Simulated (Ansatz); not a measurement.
Starting cell, BP (zinc blende):

```yaml
crystal:
  lattice:
    - [0.00000, 2.27414, 2.27414]
    - [2.27414, 0.00000, 2.27414]
    - [2.27414, 2.27414, 0.00000]
  atoms:
    - { symbol: P, position: [0.75000, 0.75000, 0.75000] }
    - { symbol: B, position: [0.00000, 0.00000, 0.00000] }
```

The atoms are displaced by Q × the pattern below (from a DFPT mode at Γ, largest move 1; Q in Å), at fixed cell. It is one choice among 3 degenerate patterns.

| atom | x | y | z |
|---|---|---|---|
| P1 | 0.000 | 0.000 | -0.349 |
| B2 | 0.000 | 0.000 | 1.000 |

All values below come from PBE (plane waves to 420 eV, PAW, scalar-relativistic; Ansatz, a first-principles code). k mesh 12×12×12 (Γ-centred), Fermi-Dirac smearing 0.05 eV. E stands for the smeared free energy. As the smearing reaches across the gap at some points, energies and forces of such displacements shift with the k mesh and the smearing. BP was relaxed with its symmetry unable to fall. The PAW data are Ansatz's earlier set. ΔE is measured from the undisplaced structure.

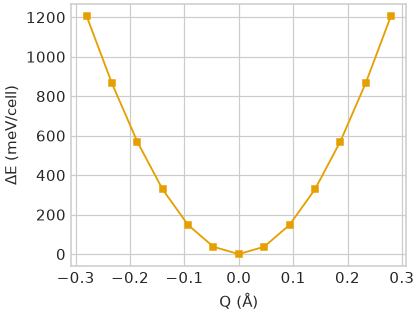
Figure. ΔE (meV/cell) against Q (Å); computed points joined by lines.

### Question
What is the energy change at Q = 0.280 Å?

### Answer
About 1200 meV/cell.

### Question
What harmonic wavenumber does the curvature at Q = 0 give?

### Answer
About 800 cm⁻¹.

(A displaced cell: forces are minus the slopes of the energy, force constants its curvatures, and phonons follow from these.)
